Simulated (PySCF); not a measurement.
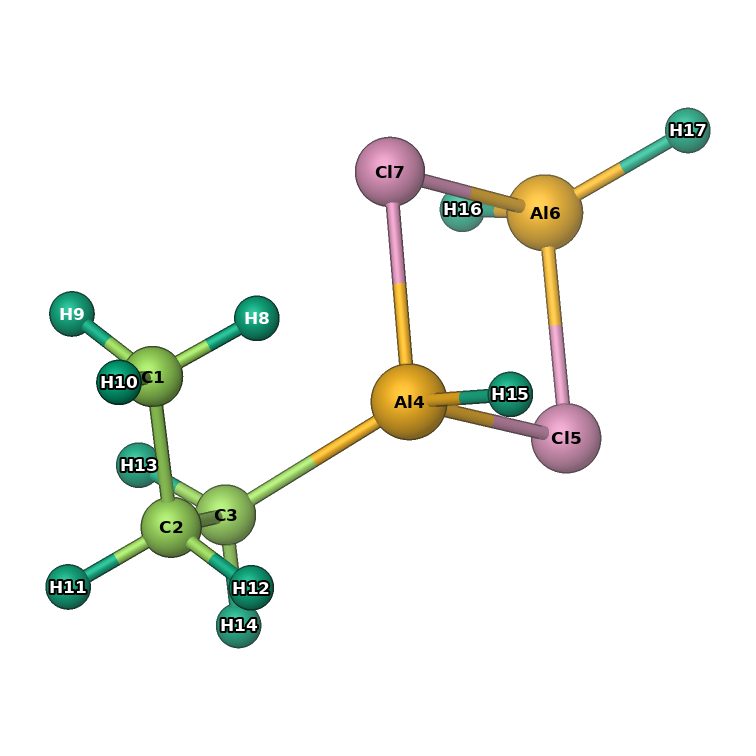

C3 lies behind C2. The molecule seen a little off the C2–C3 bond, C2 in front. Distant atoms are faded towards the background colour. Geometry: an end point of a reaction path computed with GFN2-xTB.

Question: What is the torsion angle C1–C2–C3–Al4? The sign is positive where the front bond must turn clockwise to cover the back bond.

Answer: 57°, synclinal (gauche). The bonds about C2–C3 are staggered.
